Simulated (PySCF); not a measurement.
SMILES C[SiH2]CC[SiH2]F (C3H11FSi2), GFN2-xTB optimised geometry. Atoms within 1.6 Å of the plane z = 0.6 Å (x, y, z in Å): Si1 (-1.53, 1.24, 0.00), F2 (-2.04, 0.63, 1.40), C3 (0.37, 1.24, 0.00), C4 (1.03, -0.10, -0.34), Si5 (0.69, -1.51, 0.89), H7 (-2.07, 2.60, 0.00), H9 (0.72, 1.99, -0.71), H10 (0.72, 1.57, 0.98), H11 (2.11, 0.06, -0.40), H13 (1.63, -2.60, 0.58), H14 (-0.68, -2.01, 0.72).

Computed with PBE0/def2-SVP in PySCF. Cells within 0.4 Å of a nucleus heavier than hydrogen are left out (blank, or x).

Map of the deformation density (molecule minus spherical neutral atoms) (e/bohr³) on the plane z = 0.6 Å:

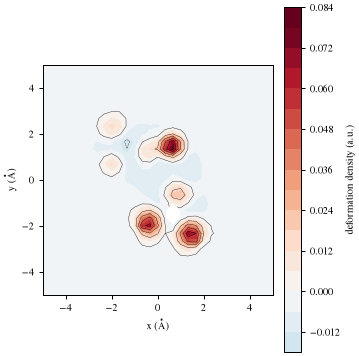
Fig. 1. Deformation density (molecule minus spherical neutral atoms) (e/bohr³) on the plane z = 0.6 Å.
